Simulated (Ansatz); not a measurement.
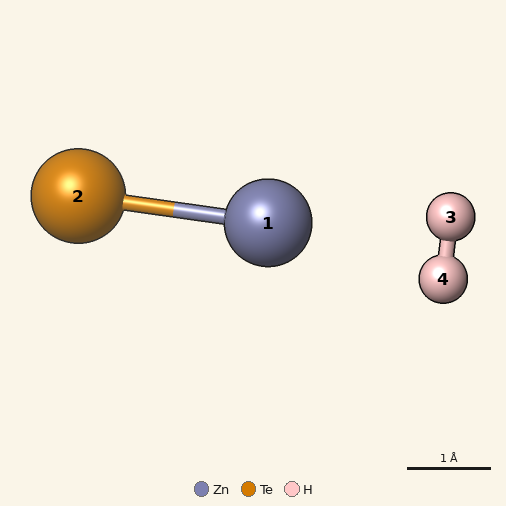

Orthographic view. Distant atoms are faded towards the background colour. Computed geometry: PBE0-D4/def2-TZVP optimisation. No frequency run is at hand to confirm it as a minimum.

Give the distance matrix in Å.

```tsv
atom	Zn1	Te2	H3	H4
Zn1	0.00			
Te2	2.35	0.00		
H3	2.24	4.57	0.00	
H4	2.24	4.57	0.76	0.00
```
